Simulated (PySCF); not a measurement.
F4H6P2Si (trans-Si(PH3)2F4)

```json
{"atom": "Si", "x (Å)": "0.0120", "y (Å)": "-0.0202", "z (Å)": "0.0019"}
{"atom": "P", "x (Å)": "0.0096", "y (Å)": "-0.0245", "z (Å)": "2.4127"}
{"atom": "H", "x (Å)": "0.3844", "y (Å)": "1.1685", "z (Å)": "3.0746"}
{"atom": "H", "x (Å)": "0.8706", "y (Å)": "-0.9507", "z (Å)": "3.0453"}
{"atom": "H", "x (Å)": "-1.2068", "y (Å)": "-0.3100", "z (Å)": "3.0768"}
{"atom": "P", "x (Å)": "-0.0030", "y (Å)": "0.0174", "z (Å)": "-2.4094"}
{"atom": "H", "x (Å)": "1.1884", "y (Å)": "0.3610", "z (Å)": "-3.0908"}
{"atom": "H", "x (Å)": "-0.9025", "y (Å)": "0.9427", "z (Å)": "-2.9878"}
{"atom": "H", "x (Å)": "-0.3655", "y (Å)": "-1.1598", "z (Å)": "-3.1062"}
{"atom": "F", "x (Å)": "1.6743", "y (Å)": "-0.0205", "z (Å)": "0.0336"}
{"atom": "F", "x (Å)": "-1.6515", "y (Å)": "-0.0179", "z (Å)": "-0.0348"}
{"atom": "F", "x (Å)": "0.0125", "y (Å)": "1.6440", "z (Å)": "-0.0197"}
{"atom": "F", "x (Å)": "0.0081", "y (Å)": "-1.6820", "z (Å)": "0.0260"}
```

Geometry: PBE0-D3(BJ)/def2-SVP.

Computed with PBE0/pcSseg-1, SCF density, gas phase, non-relativistic (PySCF 2.14.0).

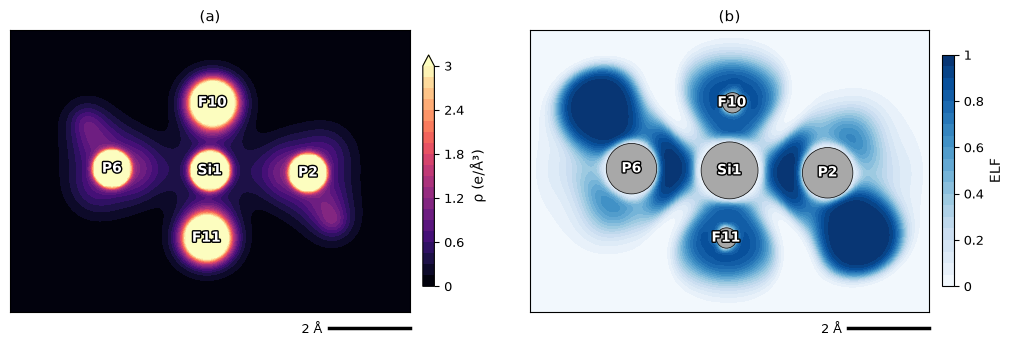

Figure 1. (a) total electron density; (b) ELF on the plane of atoms P2, Si1 and F10. Grey discs cover the atomic cores in the ELF map.

Question: Interpret the plot.

Answer:
- The plane passes through Si, P and F nuclei.
- Si–F (1.66 Å): ρ at the midpoint is about 0.96 e/Å³; the ELF peaks at about 0.85 in the valence shell of F, 0.6 Å from its nucleus, and is about 0.50 at the midpoint.
- Si–P (2.41 Å): ρ at the midpoint is about 0.54 e/Å³, with its minimum of 0.41 e/Å³ about 0.8 Å from Si; the ELF peaks at about 1 between the atoms; a covalent bond.
- The ELF also peaks beside F11 and F10, away from the bonds: lone-pair regions.

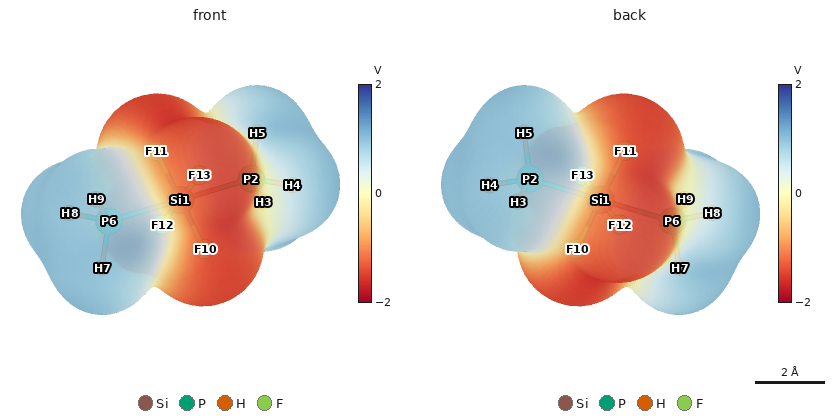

Figure 2. The electrostatic potential painted on the density surface at 0.001 e/bohr³, seen from the front and from behind; the colour scale runs from red (negative) to blue (positive).

Question: Describe the electrostatic potential map.

Answer: The most negative region (about −1.6 V) lies over F10, F11, F12 and F13, the most positive (about +1.0 V) over the H and P atoms.

Question: What dipole moment does the calculation give?

Answer: Its dipole moment is 0.07 D.
